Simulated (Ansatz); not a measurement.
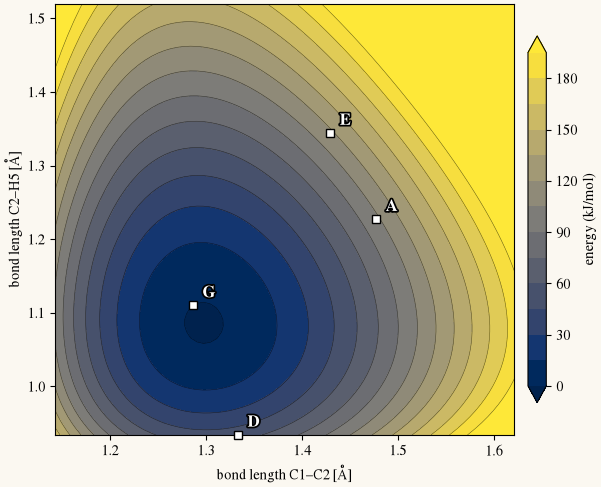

C₂H₃, SMILES [CH]=C, spin multiplicity 2. 
- The first coordinate is: bond length C1–C2; the second: bond length C2–H5.
- Nothing is relaxed (all other coordinates rigid).
- Grid: 11 × 11 points.
- Energies: kJ/mol, counted from the lowest grid point.
- Method: UKS CAM-B3LYP-D4/def2-TZVP in Ansatz 0.2.0.

In the figure: filled contours, one colour for all values above the top of the scale, lettered points. Between grid points the surface is interpolated.

Question: Is E the lowest point of the computed grid?

Answer: No. E lies 117 kJ/mol above the lowest grid point, which is at bond length C1–C2 = 1.286 Å, bond length C2–H5 = 1.110 Å.

Question: What kind of point is each of A, E, G: minimum, saddle, maximum or slope?

Answer: A: on a slope; E: on a slope; G: minimum. (In these two coordinates alone; a stationary point may lie a little off the grid point.)
